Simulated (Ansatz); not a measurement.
How methods differ on SnTe (SMILES [Sn][Te])

SnTe has 2 atoms, charge 0, and is taken as a singlet. As SMILES, `[Sn][Te]`. The shape is that of a PBE0-D4/def2-TZVP optimisation. The run starts from this shape.

```xyz
2

Sn    0.0000    0.0000    0.0094
Te    0.0000    0.0000    2.5273
```

Quantity: the adiabatic ionisation energy (to the doublet cation, no zero-point term), in eV. The values are calculated.

```tsv
level	kind	program	value (eV)	CPU time (all runs)
HF/STO-3G	Hartree–Fock	Ansatz	4.79	53 s
HF/3-21G	Hartree–Fock	Ansatz	7.14	88 s
SVWN5/def2-TZVP (core potential)	LDA	Ansatz	8.78	29 s
PBE/def2-SVP (core potential)	GGA	Ansatz	8.41	24 s
PBE-D3(BJ)/def2-TZVP (core potential)	GGA	Ansatz	8.40	51 s
B3LYP-D4/def2-TZVP (core potential)	global hybrid	Ansatz	8.41	69 s
```

All-electron rows without a relativistic Hamiltonian named are non-relativistic, while core potentials hold scalar relativity, so basis and relativity change together. Spin-orbit coupling is left out. The values span 4.79 to 8.78 eV. Spin contamination of the reference (⟨S²⟩ at least 0.1 too high) touches HF/STO-3G, HF/3-21G (up to 1.00 too high). The second state's dipole differs much between rows, so they may not all be the same state. Times are those of the runs behind each value, whatever else they computed, on shared processors of several kinds: orders of magnitude only.

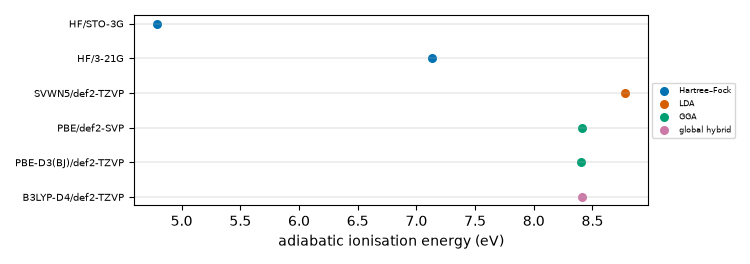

The values of the table, level by level.
